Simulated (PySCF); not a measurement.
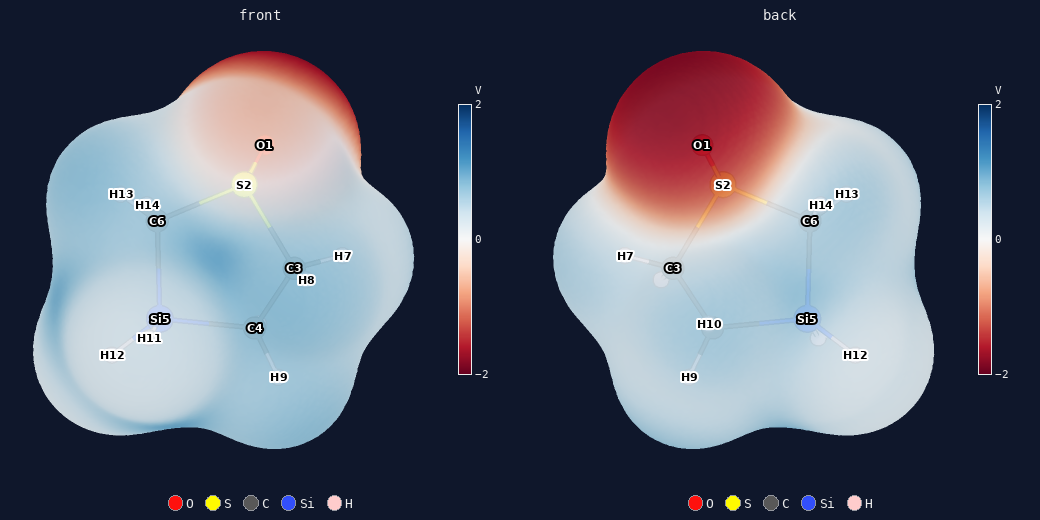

Figure. C$_{3}$H$_{8}$OSSi. The molecular electrostatic potential painted on the density surface at 0.001 e/bohr³, seen from the front and from behind; the colour scale runs from red (negative) to blue (positive).

Geometry: GFN2-xTB, coordinate held.

Level of theory: PBE/pcSseg-1, SCF density, gas phase, non-relativistic in PySCF 2.14.0.

```xyz
14

O    -1.6856    1.2211    1.6875
S    -1.5168    0.8522    0.2787
C    -1.0476   -0.9613    0.2757
C     0.4485   -1.2130    0.2300
Si    1.2086    0.1262   -0.8845
C     0.1407    1.5341   -0.2028
H    -1.5257   -1.3808    1.1595
H    -1.5335   -1.3599   -0.6154
H     0.6428   -2.2324   -0.1010
H     0.8610   -1.1238    1.2369
H     0.9138   -0.1039   -2.3022
H     2.6352    0.3288   -0.6435
H    -0.0595    2.3347   -0.9095
H     0.5464    1.9764    0.7036
```

> Describe the electrostatic potential map.

The most negative region (about −1.8 V, or −42 kcal/mol for a unit charge) lies over O1, the most positive (about +1.0 V, or +23 kcal/mol for a unit charge) over S2, C3 and Si5. O1 is the likeliest acceptor of a hydrogen bond.
